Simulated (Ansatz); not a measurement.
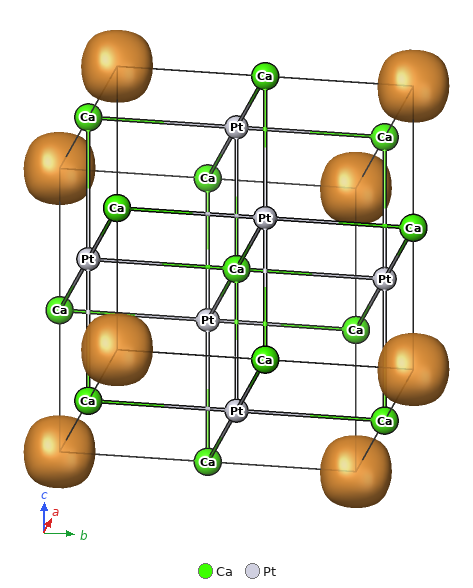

Figure 1: Ca4Pt3. Isosurface of the electron localisation function at 0.65 (orange), seen at an oblique angle. Only the valence region is drawn (cores and ρ < 0.01 e/Å³ removed). Sticks mark near contacts.

Space group Pm-3m; a structure generated by program, which may or may not match a known phase.

Computed with DFT PBE, scalar-relativistic, plane waves, PAW in Ansatz 0.2.0.

In a PAW calculation such maps are meaningful between the atoms, not at the nuclei.

Identify the bonds, lone pairs and shells in this picture.

Answer. At this value the surface marks out one pocket between the atoms, centred on no nucleus (multi-centre or interstitial), counted in one cell of 7 atoms. Regions shared between cells count once. Profiles from the grid: Ca–Pt (2.90 Å): the ELF is about 0.20 at the midpoint: no localised pair shows between them.
